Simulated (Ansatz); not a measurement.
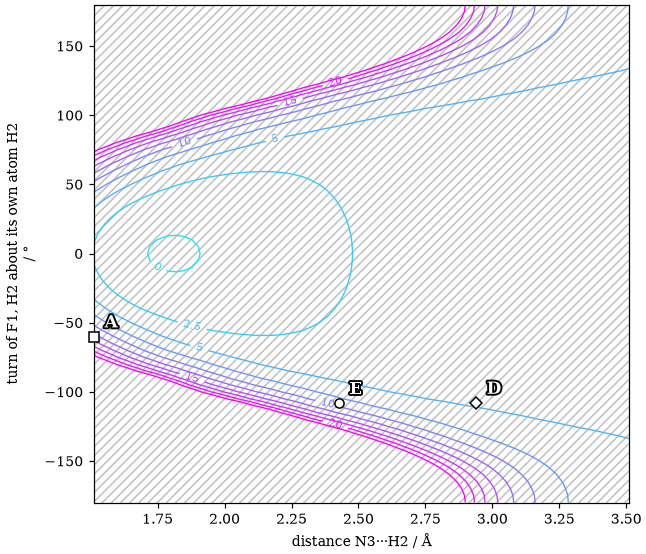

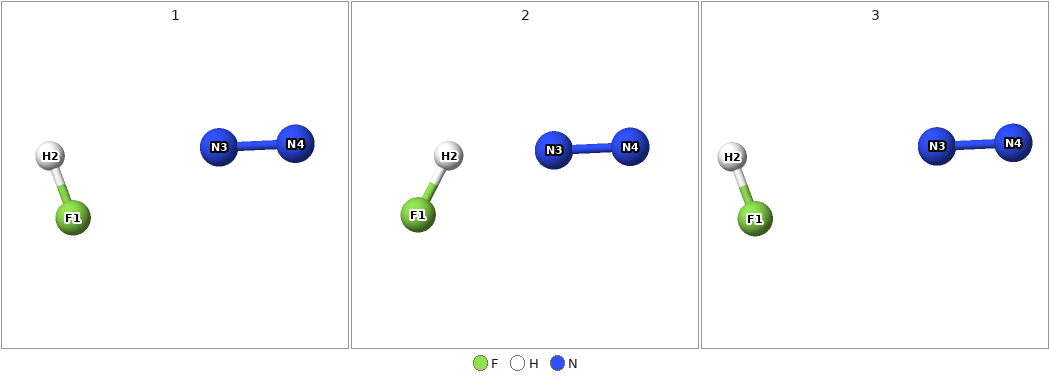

The pair FH···N₂. The turn is about an axis along (0.73, 0.68, 0.02) in the frame of the relaxed pair, normal to the line between the partners. The first coordinate is: distance N3···H2; the second: turn of F1, H2 about its own atom H2. The scan uses a 15 × 15 grid. At 34 points there is no value (left out of the scan, as a rule where atoms come close). Points are written as (first, second). Energies: kcal/mol, counted from the lowest grid point. All numbers below come from RKS SPW92 (LDA)/def2-TZVPD (Ansatz 0.2.0).

In the figure: contour lines labelled in kcal/mol (none above 22.5), hatched blanks where no value was computed, lettered points. Between grid points the surface is interpolated. The numbered pictures are the structures at these points, in random order.

Q: Which structure belongs to which point?

A: A is structure 2: (1.512 Å, −60°), 13.4 kcal/mol; D is structure 3: (2.939 Å, −108°), 4.8 kcal/mol; E is structure 1: (2.426 Å, −108°), 8.8 kcal/mol.
